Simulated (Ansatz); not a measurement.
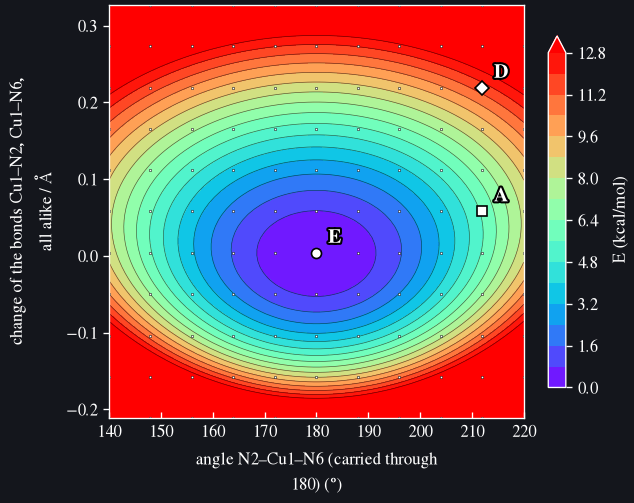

[Cu(NH3)2]+, charge +1. First axis: angle N2–Cu1–N6 (carried through 180). Second axis: change of the bonds Cu1–N2, Cu1–N6, all alike. Nothing is relaxed (all other coordinates rigid). Grid: 11 × 11 points. Points are written as (first, second). Energies: kcal/mol, counted from the relaxed molecule at the same level. Theory: RKS PBE0-D4/def2-TZVP in Ansatz.

In the figure: filled contours, dots at the grid points, one colour for all values above the top of the scale, lettered points. Between grid points the surface is interpolated.

Question: What kind of point is each of A, D, E: minimum, saddle, maximum or slope?

Answer: A: on a slope; D: on a slope; E: minimum. (In these two coordinates alone; a stationary point may lie a little off the grid point.)

Question: Rank the lettered points by energy, lowest first.

Answer: E (0.0 kcal/mol), A (5.7 kcal/mol), D (11.6 kcal/mol).
